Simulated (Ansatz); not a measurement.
# F2H2HfSe2: ionisation energy by level of theory

How much energy removes an electron from F2H2HfSe2 at fixed geometry? The cation is run at each level and the neutral's energy taken from earlier runs.

Computed with Ansatz 0.2.0, Gaussian basis. Level: unrestricted cation, the program's frozen cores in correlated methods.

Plan: UKS PBE-D4/def2-TZVPP; UKS r2SCAN-D4/def2-TZVPP; UKS PBE0-D4/def2-TZVPP; UKS B3LYP-D4/def2-TZVPP; UKS wB97X-V/def2-TZVPP; UKS wB97M-V/def2-TZVPP; UKS B2PLYP/def2-TZVPP; UHF-CCSD(T)/def2-TZVPP; UHF-MP2/def2-QZVPP; extrapolation to the limit; then −ε(HOMO) from the neutral's earlier runs with LDA (SPW92), PBE-D4, revPBE-D4, BLYP-D4, r2SCAN-D4, B97M-V, PBE0-D4, B3LYP-D4, r2SCANh-D4, r2SCAN0-D4, HSE06-D4, BHLYP-D4, CAM-B3LYP-D4, LC-ωPBE, ωB97X-V, ωB97M-V.

### 1 The geometry

An earlier PBE0-D4 in a triple-zeta def2 set relaxation fixed the geometry. Hf takes the def2 core potential; no spin-orbit term is included.

SMILES `[F][Hf]([F])([SeH])[SeH]`, 7 atoms, charge 0, spin multiplicity 1.

Atoms are counted from 1 here; the program's logs count them from 0.

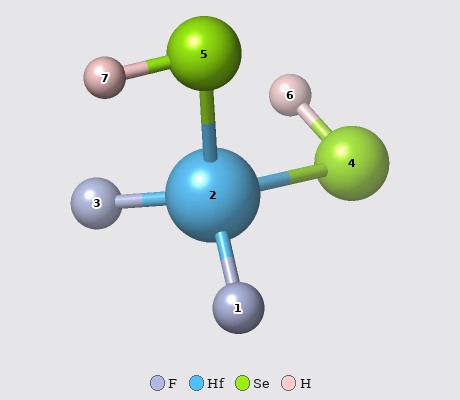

The structure; fluorine light blue, hafnium blue, selenium green, hydrogen pink; atoms are numbered from 1 in the order of the file.

### 2 Cation, UKS PBE-D4/def2-TZVPP

in.yaml reads:

```yaml
crystal:
  periodic: [false, false, false]
  atoms:
    - {symbol: F, position_ang: [0.508313, -2.287449, -0.512175]}
    - {symbol: Hf, position_ang: [0.139181, -0.533564, 0.085392]}
    - {symbol: F, position_ang: [1.183335, -0.103772, 1.601671]}
    - {symbol: Se, position_ang: [-2.374679, -0.385714, 0.563279]}
    - {symbol: Se, position_ang: [0.637017, 1.197405, -1.750573]}
    - {symbol: H, position_ang: [-2.084023, 0.856850, 1.302431]}
    - {symbol: H, position_ang: [2.052055, 1.188345, -1.335626]}
basis:
  gaussian: {orbitals: def2-TZVPP}
total_charge: 1
magnetization: {spin_polarized: true, initial_magnetization: 1}
hamiltonian: {xc: pbe, dispersion: d4}
```

On the command line:

```
$ ansatz run in.yaml --threads 2 --pin off --events-out ev --progress --plain --max-ram 32768MiB --backend cpu
```

Further steps of the session: Cation, UKS r2SCAN-D4/def2-TZVPP; Cation, UKS PBE0-D4/def2-TZVPP; Cation, UKS B3LYP-D4/def2-TZVPP; Cation, UKS wB97X-V/def2-TZVPP; Cation, UKS wB97M-V/def2-TZVPP; Cation, UKS B2PLYP (frozen core)/def2-TZVPP; Cation, UHF-CCSD(T)/def2-TZVPP; Cation, UHF-MP2/def2-QZVPP.

Before running them: what should the planned runs give, taken together? Wanted: ionisation energy, CCSD(T)/CBS; nearest functional by difference; nearest −ε(HOMO); −ε(HOMO) of PBE; T1 of the cation.

**Answer**, as computed:

| quantity | value |
| --- | --- |
| ionisation energy, CCSD(T)/CBS | 9.82 eV |
| nearest functional by difference | ωB97X-V (-0.14 eV) |
| nearest −ε(HOMO) | ωB97X-V (-0.06 eV) |
| −ε(HOMO) of PBE | 6.38 eV |
| T1 of the cation | 0.022 |

In words: Energy differences with functionals land within 0.78 eV of the reference. −ε(HOMO) of PBE misses by 3.4 eV, since self-interaction lifts the level. Among orbital estimates ωB97X-V comes nearest. Hartree-Fock falls 1.04 eV short, as the neutral has more correlation energy than the cation. Correlated methods include outer-core shells of Hf, Se, which these sets cover unevenly. With outer-core shells in play the reference is unsure by up to some tenths of an eV, so close misses can't be ranked.
